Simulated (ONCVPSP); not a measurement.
## Pseudopotential generation for Ne

Neon (Ne, Z = 10), core [He], reference valence 2s2 2p4 (an ion of charge +2), valence charge 8. Computed at this level: ONCV potential, LDA (Perdew-Zunger), scalar-relativistic, made with ONCVPSP 4.0.1.

### Input file
```
# ATOM AND REFERENCE CONFIGURATION
# atsym  z   nc   nv     iexc    psfile
  Ne 10.00    1    2        3      upf
#
#   n    l    f
    1    0    2.00
    2    0    2.00
    2    1    4.00
#
# PSEUDOPOTENTIAL AND OPTIMIZATION
# lmax
    2
#
#   l,   rc,      ep,       ncon, nbas, qcut
    0    0.60    0.00    4    8   12.80
    1    0.85    0.00    4    7   19.40
    2    0.80    0.27    4    8   10.80
#
# LOCAL POTENTIAL
# lloc, lpopt,  rc(5),   dvloc0
    4    5    0.40    3.00
#
# VANDERBILT-KLEINMAN-BYLANDER PROJECTORs
# l, nproj, debl
    0    2    2.70
    1    2    2.90
    2    1    2.40
#
# MODEL CORE CHARGE
# icmod, fcfact, rcfact
    3    1.50    1.70
#
# LOG DERIVATIVE ANALYSIS
# epsh1, epsh2, depsh
   -4.00    5.00    0.02
#
# OUTPUT GRID
# rlmax, drl
    6.00    0.01
#
# TEST CONFIGURATIONS
# ncnf
    4
# nvcnf
#   n    l    f
    2
    2    0    2.00
    2    1    6.00
#
    2
    2    0    2.00
    2    1    5.00
#
    2
    2    0    2.00
    2    1    3.00
#
    2
    2    0    2.00
    2    1    5.50
#
```

Command:
```bash
oncvpsp.x < Ne.dat > Ne.out
```

### Log (extracts)
```
ONCVPSP  (Optimized Norm-Conservinng Vanderbilt PSeudopotential)
scalar-relativistic version 4.0.1

#   n    l    f        energy (Ha)
    1    0    2.00    -3.2206264E+01
    2    0    2.00    -2.8552222E+00
    2    1    4.00    -2.0188687E+00

Reference configufation results
  iterations    23
  all-electron total energy (Ha)   -1.25944739D+02

Begin loop to  construct optimized pseudo wave functions
and semi-local pseudopoentials for all angular momenta

WARNING wellstate: negative energy specified for n= 3 l=  0
WARNING scattering state with energy  0.25000000
WARNING will be used for the first projector

   Wellstate for l =  0  n =  4
     eigenvalue =   0.2500
     asymptotic potential =   0.7500
     half-point radius =  3.8747

Calculating optimized projector #   1

 for l=   0

    Fraction of norm inside rc  0.278072
    Optimizing pswf for qcut=  12.78 a_B^-1,  ecut=  81.66 Ha
    Residual kinetic energy error=  3.92D-04 Ha

    Energy error per electron        Cutoff
         Ha          eV             Ha
         0.01000     0.27211       54.69
         0.00100     0.02721       73.80
         0.00010     0.00272      139.83
         0.00001     0.00027      417.15

Calculating optimized projector #   2

 for l=   0

    Fraction of norm inside rc  0.018194
    Optimizing pswf for qcut=  12.78 a_B^-1,  ecut=  81.66 Ha
    Residual kinetic energy error=  6.93D-05 Ha

    Energy error per electron        Cutoff
         Ha          eV             Ha
         0.01000     0.27211       28.49
         0.00100     0.02721       53.93
         0.00010     0.00272       75.49
         0.00001     0.00027      536.52

   Wellstate for l =  1  n =  4
     eigenvalue =   0.8811
     asymptotic potential =   1.3811
     half-point radius =  3.0233

Calculating optimized projector #   1

 for l=   1

    Fraction of norm inside rc  0.614573
    Optimizing pswf for qcut=  19.39 a_B^-1,  ecut= 188.01 Ha
    Residual kinetic energy error=  9.70D-09 Ha

    Energy error per electron        Cutoff
         Ha          eV             Ha
         0.01000     0.27211       81.29
         0.00100     0.02721      107.59
         0.00010     0.00272      128.90
         0.00001     0.00027      146.90

Calculating optimized projector #   2

 for l=   1

    Fraction of norm inside rc  0.036947
    Optimizing pswf for qcut=  19.39 a_B^-1,  ecut= 188.01 Ha
    Residual kinetic energy error=  2.85D-09 Ha

    Energy error per electron        Cutoff
         Ha          eV             Ha
         0.01000     0.27211       58.19
         0.00100     0.02721       88.97
         0.00010     0.00272      115.39
         0.00001     0.00027      137.58

   Wellstate for l =  2  n =  3
     eigenvalue =   0.2700
     asymptotic potential =   0.7700
     half-point radius =  1.9762

Calculating optimized projector #   1

 for l=   2

    Fraction of norm inside rc  0.015544
    Optimizing pswf for qcut=  10.79 a_B^-1,  ecut=  58.20 Ha
    Residual kinetic energy error=  4.28D-05 Ha

    Energy error per electron        Cutoff
         Ha          eV             Ha
         0.01000     0.27211       14.12
         0.00100     0.02721       31.72
         0.00010     0.00272       50.68
         0.00001     0.00027      119.18

Construct Vanderbilt / Kleinmman-Bylander projectors

B matrix Hermiticity error, ll=   0
   1   2   -1.5763E-04

  Orthonormal projector coefficients  3.0532E+01  9.3745E+00

B matrix Hermiticity error, ll=   1
   1   2   -1.7065E-04

  Orthonormal projector coefficients -6.0575E+00 -1.8317E+00

Model core correction analysis
  based on d2Exc/dn_idn_j

d2excae - all-electron derivatives

   -6.787917D-02   -6.308639D-02
   -6.308753D-02   -6.609438D-02

d2excps - pseudofunction derivatives with no core correction

   -6.918453D-02   -6.793871D-02
   -6.793899D-02   -7.186660D-02

rms 2nd derivative error    4.530567E-03

rmatch, rhocmatch    0.2788   34.3671

Teter function model core charge with specified parameters

d2excps - pseudofunction derivatives with core correction

   -6.787495D-02   -6.576556D-02
   -6.576646D-02   -6.802093D-02

rms 2nd derivative error    2.125220E-03

Pseudoatom total energy  -32.520694

Diagnostic tests using Vanderbilt-Kleinman-Bylander pseudopotentials
  1 or more projectors used as specified by nproj input data

   l    rcore       rmatch      e in        delta e   norm test  slope test

   0   0.6031116   0.6214234  -2.8552222  -0.0000544   1.0000940   0.9999321
   0   0.6031116   0.6214234   0.2500000   0.0000987   1.0003704   1.0003704

   1   0.8532584   0.8791652  -2.0188687  -0.0000379   1.0000857   1.0001151
   1   0.8532584   0.8791652   0.8811313  -0.0000365   1.0002659   1.0002659

   2   0.8037126   0.8281151   0.2700000   0.0001484   1.0000051   1.0000051

 Testing for bound ghosts
   n   l    E NL Schr. Eq   E Basis Diag.   E Cutoff

   1   0       -2.855277       -2.728952    715.64

   2   1       -2.018907       -2.005741    304.44

   3   2       -0.267780        0.822885    394.45

 Testing for highly-localized positive-energy ghosts
       l    <radius>/rc     E Basis Diag.   E Cutoff

Test configuration 0

   n   l     f        eae           eps        diff
   1   0  2.0000  -32.20626352
   2   0  2.0000   -2.85522225   -2.85527668   -5.44D-05
   2   1  4.0000   -2.01886872   -2.01890667   -3.79D-05

    Total energies and differences
      AE_ref= -1.25944739D+02  AE_tst= -1.25944739D+02  dif=  0.00D+00
      PS_ref= -3.25206944D+01  PS_tst= -3.25206944D+01  dif= -2.84D-14
      PSP excitation error=  2.84D-14

Test configuration 1

   n   l     f        eae           eps        diff
   1   0  2.0000  -30.34811335
   2   0  2.0000   -1.32708840   -1.32689449    1.94D-04
   2   1  6.0000   -0.49728944   -0.49747649   -1.87D-04

    Total energies and differences
      AE_ref= -1.25944739D+02  AE_tst= -1.28372214D+02  dif= -2.43D+00
      PS_ref= -3.25206944D+01  PS_tst= -3.49488603D+01  dif= -2.43D+00
      PSP excitation error=  6.90D-04

Test configuration 2

   n   l     f        eae           eps        diff
   1   0  2.0000  -31.17735767
   2   0  2.0000   -2.03185490   -2.03193819   -8.33D-05
   2   1  5.0000   -1.19184112   -1.19217550   -3.34D-04

    Total energies and differences
      AE_ref= -1.25944739D+02  AE_tst= -1.27539737D+02  dif= -1.59D+00
      PS_ref= -3.25206944D+01  PS_tst= -3.41160366D+01  dif= -1.60D+00
      PSP excitation error=  3.44D-04

Test configuration 3

   n   l     f        eae           eps        diff
   1   0  2.0000  -33.41983238
   2   0  2.0000   -3.77917017   -3.77836493    8.05D-04
   2   1  3.0000   -2.96290157   -2.96151435    1.39D-03

    Total energies and differences
      AE_ref= -1.25944739D+02  AE_tst= -1.23463282D+02  dif=  2.48D+00
      PS_ref= -3.25206944D+01  PS_tst= -3.00396569D+01  dif=  2.48D+00
      PSP excitation error=  4.19D-04

Test configuration 4

   n   l     f        eae           eps        diff
   1   0  2.0000  -30.73633214
   2   0  2.0000   -1.66296451   -1.66292379    4.07D-05
   2   1  5.5000   -0.82656124   -0.82684742   -2.86D-04

    Total energies and differences
      AE_ref= -1.25944739D+02  AE_tst= -1.28042873D+02  dif= -2.10D+00
      PS_ref= -3.25206944D+01  PS_tst= -3.46193690D+01  dif= -2.10D+00
      PSP excitation error=  5.40D-04
```

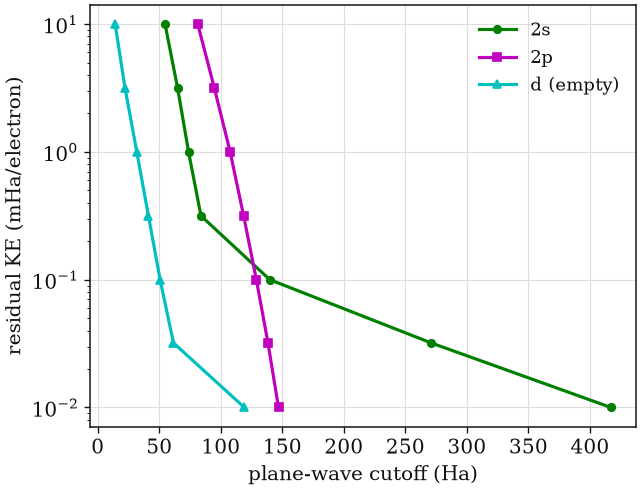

*Residual kinetic energy of the pseudo-waves (the first of each channel, and further valence shells) beyond the plane-wave cutoff, as the generator prints it.*

- Cutoffs for 1 mHa per electron: 2p: 108 Ha; 2s: 74 Ha; d (empty): 32 Ha.
- Hardest wave at 1 mHa per electron: 2p, with rc = 0.85 bohr and qcut = 19.4 1/bohr. The optimisation minimises, but can't always remove, the kinetic energy above qcut²/2 = 188.2 Ha, and a larger rc would as a rule soften the wave at some cost in transferability.
- Cutoffs for the occupied states: 108 Ha for 1 mHa and 140 Ha for 0.1 mHa per electron. The first is set by 2p.

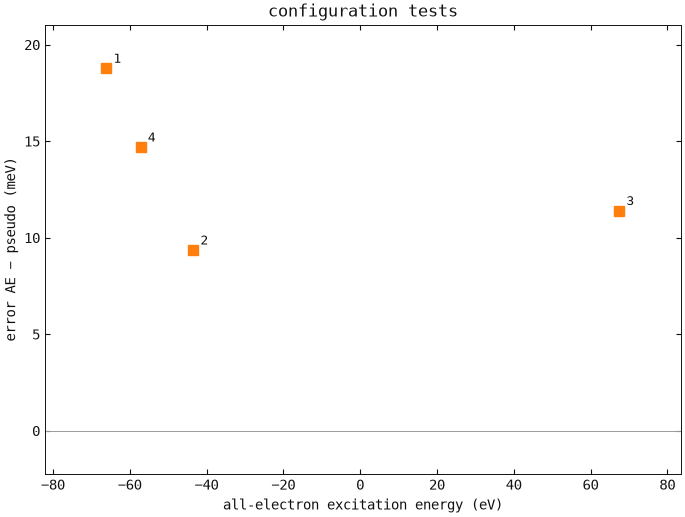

*Errors, all-electron minus pseudo, of the energies of valence configurations relative to the unpolarised reference 2s2 2p4. Points: 1 = 2s2 2p6; 2 = 2s2 2p5; 3 = 2s2 2p3; 4 = 2s2 2p5.5.*

- Worst configuration: 2s2 2p6 (neutral): the error is +19 meV on an all-electron energy of -66.05 eV relative to the reference, or 0.028 %.
- Configurations within 10 meV and within 50 meV: 1 and 4 of 4.
- Errors in meV: 2s2 2p6: +19; 2s2 2p5: +9.4; 2s2 2p3: +11; 2s2 2p5.5: +15.

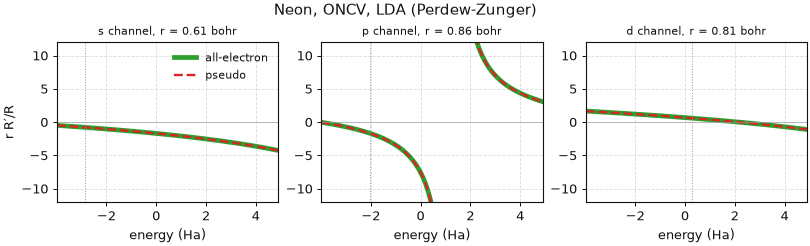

*Logarithmic derivatives r R′/R at the test radius against energy, all-electron atom (solid) and pseudo-atom (dashed). Here R(r) is the radial function. The dotted line marks the reference energy of the channel. Not drawn: f: not judged.*

- Zeros of the logarithmic derivative: s: all-electron nowhere, pseudo nowhere; p: all-electron nowhere, pseudo nowhere; d: all-electron 2.2 Ha, pseudo 2.2 Ha.
- Poles, where the radial function vanishes at the test radius: s: all-electron at no energy in the range, pseudo at no energy in the range; p: all-electron at 1.3 Ha, pseudo at 1.3 Ha; d: all-electron at no energy in the range, pseudo at no energy in the range.

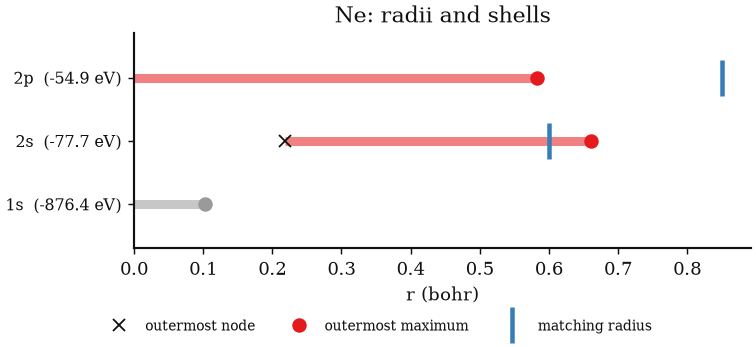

*Outer shells of the all-electron reference atom: each bar runs from the outermost node (or the nucleus) to the outermost maximum of u(r); the tick is the radius chosen for the pseudo-wave. Shells without a tick have no pseudo-wave of their own. Levels, nodes and maxima are from ld1.x, scalar-relativistic.*

- Radii against the shells: 2s: 0.60 bohr, between node and maximum; 2p: 0.85 bohr, outside the maximum.

### Results in brief

- outcome: generated
- cutoffs needed: 108 Ha and 140 Ha (the cutoffs at which the residual kinetic energy of the hardest occupied pseudo-wave falls to 1 and 0.1 mHa per electron)
- ghost test: no bound ghost flagged; no localised positive-energy state flagged
- largest excitation error: +19 meV (all-electron minus pseudo) for 2s2 2p6, out of 4 test configurations
- rms error of d²Exc/dni dnj: 4.53 mHa without and 2.13 mHa with the model core
- range over which the phases arctan(r R′/R) at the test radius agree within 0.05 rad (a looser test near the poles than one of phase shifts): s: over the whole range computed; p: over the whole range computed; d: over the whole range computed; f: not judged, local potential alone
- hardware: 1 CPU thread, shared host
- wall time: 4 s

### Remarks

Warnings of the program, in the generation or the tests: wellstate: negative energy specified for n= 3 l= 0.
